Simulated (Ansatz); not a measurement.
# Calculations on C₂H₅Ge

Part 1: Relaxation

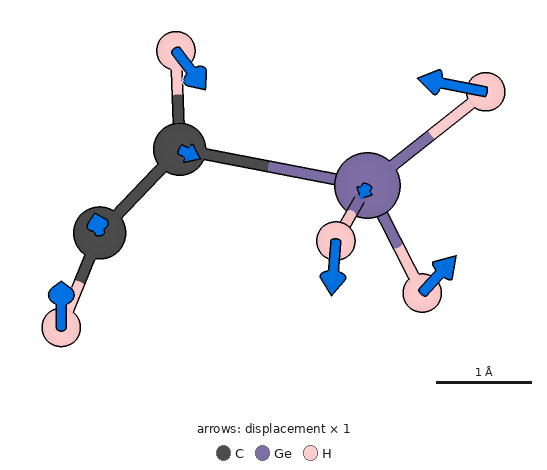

A relaxation of C$_{2}$H$_{5}$Ge (multiplicity 2) (started from a transition state, displaced along its imaginary mode). The starting structure is drawn; blue arrows show the displacements, at their true length. The two geometries are superimposed by the best rigid fit.

A ball-and-stick model, seen at a tilt.

Theory: Ansatz, UKS PBE0-D4/def2-TZVP.

Input file:
```yaml
crystal:
  periodic: [false, false, false]
  atoms:
    - {symbol: C, position_ang: [-0.865962, 0.049102, -0.799293]}
    - {symbol: C, position_ang: [-0.511464, -0.815001, -1.585857]}
    - {symbol: Ge, position_ang: [0.414255, 0.404692, 0.975282]}
    - {symbol: H, position_ang: [-1.779056, 0.722844, -0.782246]}
    - {symbol: H, position_ang: [0.150829, -1.615398, -1.986658]}
    - {symbol: H, position_ang: [0.158800, 1.297522, 2.288260]}
    - {symbol: H, position_ang: [1.701134, 0.966127, 0.377286]}
    - {symbol: H, position_ang: [0.731364, -1.009787, 1.513225]}
basis:
  gaussian: {orbitals: def2-TZVP}
magnetization: {spin_polarized: true, initial_magnetization: 1}
hamiltonian: {xc: pbe0, dispersion: d4}
relax: {f_tol: 0.005, max_steps: 200}
```

Command:
```bash
ansatz run in.yaml --threads 4 --pin off --events-out ev --progress --plain --max-ram 9574MiB
```

### What happened in the run?

The atom that moves furthest after the best rigid fit is H6 (0.81 Å). Largest moves by element: H 0.81 Å, C 0.29 Å, Ge 0.18 Å. Near-neighbour distances that change, for instance: C1–Ge3 2.217 → 1.959 Å, C1–C2 1.221 → 1.299 Å, Ge3–H6 1.608 → 1.539 Å, C1–H4 1.135 → 1.090 Å. Bond angles that change, for instance: C1–Ge3–H6 130.6° → 109.9°, C1–C2–H5 156.0° → 137.5°, C2–C1–H4 131.6° → 121.1°. Groups turn about C1–Ge3 by about 50°. The energy falls by 0.782 eV in 13 accepted moves (15 points after the start). Largest force component: 4.1 eV/Å at the start, 0.0025 eV/Å at the end. The line search rejected the trial steps at points 3, 11 of the run.

Part 2: Relaxation

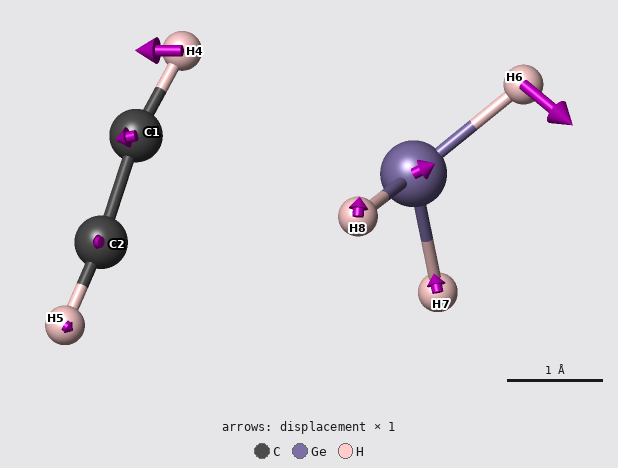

A relaxation of C2H5Ge (multiplicity 2) (started from a transition state, displaced along its imaginary mode). The starting structure is drawn; purple arrows show the displacements, at their true length. The two geometries are superimposed by the best rigid fit.

The picture is a ball-and-stick view, seen at a tilt.

Level of theory: UKS PBE0-D4/def2-TZVP in Ansatz 0.2.0.

Input
```yaml
crystal:
  periodic: [false, false, false]
  atoms:
    - {symbol: C, position_ang: [-1.247101, -0.038589, -1.254313]}
    - {symbol: C, position_ang: [-0.433978, -0.933757, -1.660169]}
    - {symbol: Ge, position_ang: [0.561584, 0.520015, 1.289236]}
    - {symbol: H, position_ang: [-1.798112, 0.762054, -0.787853]}
    - {symbol: H, position_ang: [0.152282, -1.668828, -2.050947]}
    - {symbol: H, position_ang: [0.310266, 1.330104, 2.517550]}
    - {symbol: H, position_ang: [1.749555, 1.034324, 0.401331]}
    - {symbol: H, position_ang: [0.705405, -1.005223, 1.545164]}
basis:
  gaussian: {orbitals: def2-TZVP}
magnetization: {spin_polarized: true, initial_magnetization: 1}
hamiltonian: {xc: pbe0, dispersion: d4}
relax: {f_tol: 0.005, max_steps: 200}
```

Command:
```bash
ansatz run in.yaml --threads 4 --pin off --events-out ev --progress --plain --max-ram 9574MiB
```

Q: Atoms of which element are displaced furthest, and by how much?

A: Hydrogen: up to 0.74 Å, against 0.26 Å for germanium.

Q: Describe the change and its energy.

A: After 15 accepted moves (17 points after the start) the energy has fallen by 0.462 eV. The largest force component goes from 6.2 to 0.0049 eV/Å. The line search rejected the trial steps at points 6, 8 of the run. The atom that moves furthest after the best rigid fit is H6 (0.74 Å). Largest moves by element: H 0.74 Å, Ge 0.26 Å, C 0.24 Å. Some distances before and after: C1–C2 1.276 → 1.197 Å, Ge3–H6 1.493 → 1.543 Å, C2–H5 1.018 → 1.065 Å, Ge3–H7 1.570 → 1.538 Å. Among the angles between lasting bonds that change: C2–C1–H4 169.9° → 179.7°, C1–C2–H5 174.7° → 179.7°, H6–Ge3–H7 114.5° → 110.8°.

Limits of the set-up: the start holds two separate molecules, 3.2 Å apart at their closest, whose relative position is a soft coordinate.

Part 3: Reaction

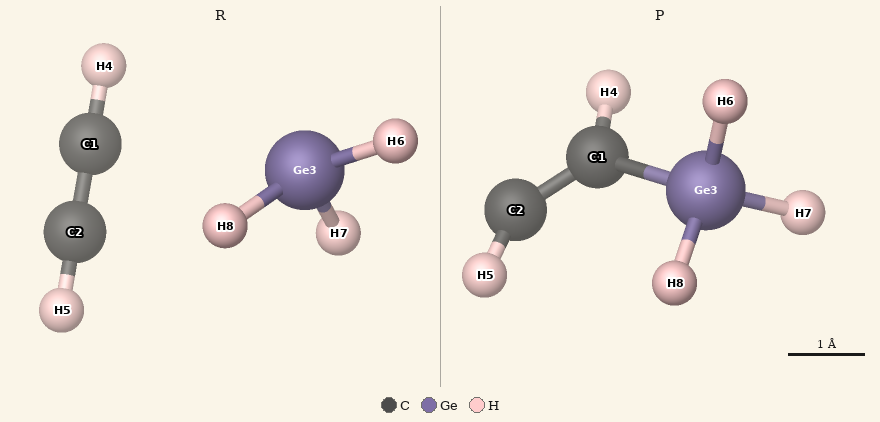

Reactant (R) and product (P) of one elementary step of C$_{2}$H$_{5}$Ge (multiplicity 2). A ball-and-stick model, seen at a tilt.

Stationary points at PBE0-D4/def2-TZVP, single-point energies with CCSD(T)/CBS, wB97X-V, BHLYP-D4 (def2-TZVPP where no basis is named; Ansatz 0.2.0). The energies are electronic, without zero-point or thermal terms, and both ends are the minima reached downhill from the saddle, with any fragments still in contact. CCSD(T)/CBS stands for a frozen-core estimate: MP2 correlation extrapolated from def2-TZVPP and def2-QZVPP, CCSD(T) minus MP2 from the smaller set.

R:
```xyz
8

C    -1.3154   -0.1062   -1.4745
C    -0.4902   -0.9262   -1.7581
Ge    0.5784    0.6286    1.5261
H    -2.0520    0.6219   -1.2275
H     0.2459   -1.6548   -2.0056
H     0.9470    1.2483    2.8900
H     1.5539    1.0946    0.4320
H     0.5323   -0.9062    1.6176
```

P:
```xyz
8

C    -0.6648    0.1898   -0.7315
C    -0.7319   -0.9128   -1.4156
Ge    0.5060    0.3570    0.8298
H    -1.2598    1.0610   -1.0065
H    -0.2847   -1.8974   -1.3884
H    -0.3302    0.6924    2.0773
H     1.5257    1.4866    0.6005
H     1.2395   -0.9763    1.0343
```

> What is the transition state like, and how high is the barrier?

Counted by bonded pieces, R holds C₂H₂ + GeH₃ and P holds C₂H₅Ge. From R over the saddle to P, a bond forms: C1–Ge3 (3.62 → 2.69 → 1.96 Å). The saddle has one imaginary mode, 270i cm⁻¹. With CCSD(T)/CBS the barrier is 5.5 kcal/mol from R and 21.9 kcal/mol from P, and P lies 16.4 kcal/mol below R. By Pauling bond orders of the changing bonds the saddle lies closer to R, the higher end, as Hammond's postulate suggests.

```csv
level,barrier from R (kcal/mol),barrier from P (kcal/mol),P less R (kcal/mol)
CCSD(T)/CBS,5.5,21.9,−16.4
wB97X-V,4.6,24.4,−19.8
BHLYP-D4,5.0,24.2,−19.2
```

Saddle geometry:

```xyz
8

C    -1.0565    0.0053   -1.0268
C    -0.4727   -0.8744   -1.6230
Ge    0.4879    0.4624    1.1323
H    -1.7886    0.7424   -0.7850
H     0.1516   -1.6421   -2.0188
H     0.2345    1.3138    2.4029
H     1.7253    1.0002    0.3893
H     0.7184   -1.0075    1.5292
```

The saddle point in the same view, with dashed sticks for the bonds that form or break:

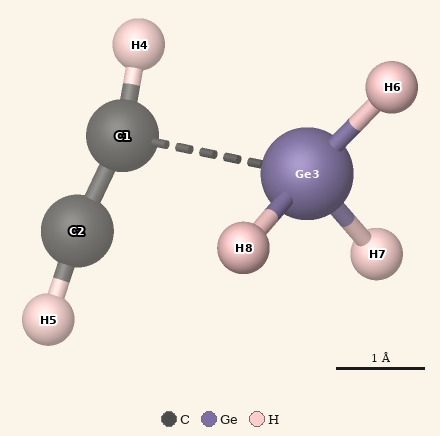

Limits of the set-up: the start holds two separate molecules, 3.5 Å apart at their closest, whose relative position is a soft coordinate.
